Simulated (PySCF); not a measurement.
**One shape, several levels: Si2PH5Cl2 (SMILES Cl[SiH2]P[SiH2]Cl)**

Aim: a comparison of 4 runs (HF/STO-3G, HF/3-21G, HF/def2-SVP, B3LYP/6-31G*) of Si2PH5Cl2. 

Program for the calculation: PySCF 2.14.0.

**1. The system as given**

The species is Si2PH5Cl2 (10 atoms), meant as a singlet with charge 0. SMILES: `Cl[SiH2]P[SiH2]Cl`. The coordinates come from a GFN2-xTB relaxation. This is one conformer, not always the lowest.

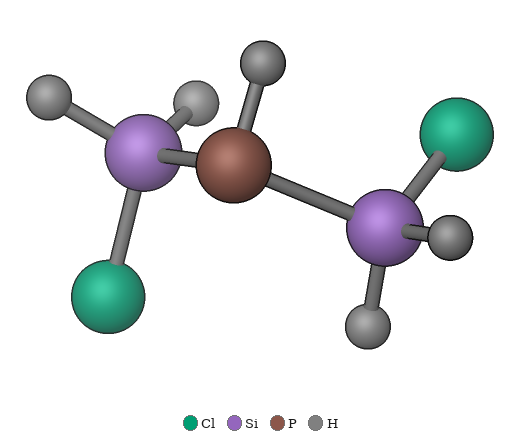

The structure, seen from a chosen angle (chlorine teal, silicon purple, phosphorus brown, hydrogen grey).

**2. Energy and forces at HF/STO-3G (run 1)**

run.py reads:

```python
from pyscf import gto

molecule = gto.M(
    atom=[
    ('Cl', (-0.646390, -0.192510, 2.588340)),
    ('Si', (0.421960, 1.016680, 1.377430)),
    ('P', (1.269160, -0.051100, -0.405640)),
    ('Si', (-0.560050, -0.796280, -1.455110)),
    ('Cl', (-1.457850, 0.809010, -2.271940)),
    ('H', (1.554580, 1.532970, 2.140330)),
    ('H', (-0.453620, 2.089030, 0.917540)),
    ('H', (1.521380, -1.246280, 0.240450)),
    ('H', (-1.542370, -1.474760, -0.610810)),
    ('H', (-0.106810, -1.686750, -2.520580)),
],
    basis='sto-3g',
    max_memory=1860,
    charge=0,
    verbose=3,
)

mf = molecule.RHF()
mf.conv_tol = 1e-10
mf.kernel()
if not mf.converged:
    mf = mf.newton().run(mf.mo_coeff, mf.mo_occ)

energy = mf.e_tot
print('Final energy', energy)
grad = mf.nuc_grad_method().kernel()
dip = mf.dip_moment()
pop, q = mf.mulliken_pop()
```

Started as:

```console
$ OMP_NUM_THREADS=1 python run.py
```

Standard output:

```text
converged SCF energy = -1820.3331414
Final energy -1820.333141399999
[... 8 lines left out ...]
Dipole moment(X, Y, Z, Debye):  2.27147, -0.96971, -0.11689
[... 61 lines left out ...]
charge of    9H =     -0.12663
```

Run time: 7.8 s. Hardware: 1 thread of Intel Xeon at 2.50GHz (Skylake/Cascade Lake), shared host; peak memory 0.12 GiB.

**3. Energy and forces at HF/3-21G (run 2)**

input.xyz reads:

```xyz
10

Cl    -0.646390    -0.192510     2.588340
Si     0.421960     1.016680     1.377430
P      1.269160    -0.051100    -0.405640
Si    -0.560050    -0.796280    -1.455110
Cl    -1.457850     0.809010    -2.271940
H      1.554580     1.532970     2.140330
H     -0.453620     2.089030     0.917540
H      1.521380    -1.246280     0.240450
H     -1.542370    -1.474760    -0.610810
H     -0.106810    -1.686750    -2.520580
```

input.py reads:

```python
from pyscf import gto

system = gto.M(
    atom='input.xyz',
    charge=0,
    max_memory=1860,
    basis='3-21g',
    verbose=4,
)

mf = system.RHF()
mf.conv_tol = 1e-10
mf.kernel()
if not mf.converged:
    mf = mf.newton().run(mf.mo_coeff, mf.mo_occ)

e_final = mf.e_tot
print('Final energy', e_final)
grad = mf.nuc_grad_method().kernel()
mf.analyze()
```

Started as:

```console
$ OMP_NUM_THREADS=1 python input.py
```

Standard output:

```text
PySCF version 2.14.0

[... 83 lines left out ...]
DFT Exchange-Correlation Energy =     -120.255016911308985
[... 16 lines left out ...]
MO #15  energy= -6.18597725491901  occ= 2
[... 14 lines left out ...]
MO #30  energy= -0.719382842044359 occ= 2
[... 14 lines left out ...]
MO #45  energy= 0.133140469124657  occ= 0
[... 14 lines left out ...]
MO #60  energy= 0.666415614134711  occ= 0
[... 14 lines left out ...]
MO #75  energy= 1.42576686680812   occ= 0
[... 88 lines left out ...]
Dipole moment(X, Y, Z, Debye):  1.23735, -1.10403,  0.34915
```

Run time: 5.7 s. Hardware: 1 thread of Intel Xeon at 2.50GHz (Skylake/Cascade Lake), shared host; peak memory 0.15 GiB.

Run 3 isn't shown in full; the table further down has it.

**4. Energy and forces at B3LYP/6-31G(d) (Cartesian functions) (run 4)**

mol.xyz reads:

```xyz
10
Cl2H5PSi2
Cl    -0.646390    -0.192510     2.588340
Si     0.421960     1.016680     1.377430
P      1.269160    -0.051100    -0.405640
Si    -0.560050    -0.796280    -1.455110
Cl    -1.457850     0.809010    -2.271940
H      1.554580     1.532970     2.140330
H     -0.453620     2.089030     0.917540
H      1.521380    -1.246280     0.240450
H     -1.542370    -1.474760    -0.610810
H     -0.106810    -1.686750    -2.520580
```

input.py reads:

```python
from pyscf import gto, dft

system = gto.Mole()
system.atom = 'mol.xyz'
system.cart = True
system.basis = '6-31g*'
system.verbose = 4
system.max_memory = 1860
system.build()

mf = dft.RKS(system)
mf.xc = 'b3lyp'
mf.grids.level = 5
mf.conv_tol = 1e-10
mf.kernel()
if not mf.converged:
    mf = mf.newton().run(mf.mo_coeff, mf.mo_occ)

e_tot = mf.e_tot
print('Final energy', e_tot)
grad = mf.nuc_grad_method().kernel()
dip = mf.dip_moment()
pop, q = mf.mulliken_pop()
```

Started as:

```console
$ OMP_NUM_THREADS=1 python input.py
```

Standard output:

```text
PySCF version 2.14.0

[... 79 lines left out ...]
converged SCF energy = -1843.84093876939
Final energy -1843.8409387693869
[... 12 lines left out ...]
Dipole moment(X, Y, Z, Debye):  0.73851, -0.74139,  0.26190
[... 116 lines left out ...]
charge of    9H =     -0.03377
```

It took 1.8 min on 1 thread of Intel Xeon at 2.50GHz (Skylake/Cascade Lake), shared host; peak memory 1.1 GiB.

**5. The series**

| run | level | Cartesian functions | integration grid | energy (Eh) | dipole moment (D) | HOMO energy (eV) | LUMO energy (eV) | wall time |
| --- | --- | --- | --- | --- | --- | --- | --- | --- |
| 1 | HF/STO-3G | no | – | -1820.333141 | 2.47 | -7.71 | 8.69 | 7.8 s |
| 2 | HF/3-21G | no | – | -1831.345386 | 1.69 | -10.39 | 2.61 | 5.7 s |
| 3 | HF/def2-SVP | no | – | -1840.043408 | 0.97 | -10.04 | 3.31 | 33 s |
| 4 | B3LYP/6-31G* (Cartesian functions) | yes | 5 | -1843.840939 | 1.08 | -7.32 | -0.48 | 1.8 min |

**6. Results**

```
                       quantity           value
            run 4: total energy  -1843.84094 Eh
           run 4: dipole moment          1.08 D
             run 4: HOMO energy        -7.32 eV
             run 4: LUMO energy        -0.48 eV
           run 4: HOMO–LUMO gap         6.84 eV
run 4: largest force on an atom      1.465 eV/Å
```

**Reading.** The dipole moment (its size) runs from 0.97 D (HF/def2-SVP) to 2.47 D (HF/STO-3G). The HOMO–LUMO gap runs from 6.84 eV (B3LYP/6-31G*) to 16.40 eV (HF/STO-3G). The two ends differ in method and basis. In run 1 the basis is minimal, so the values are rough. All runs together took 2.6 min, the longest 1.8 min.
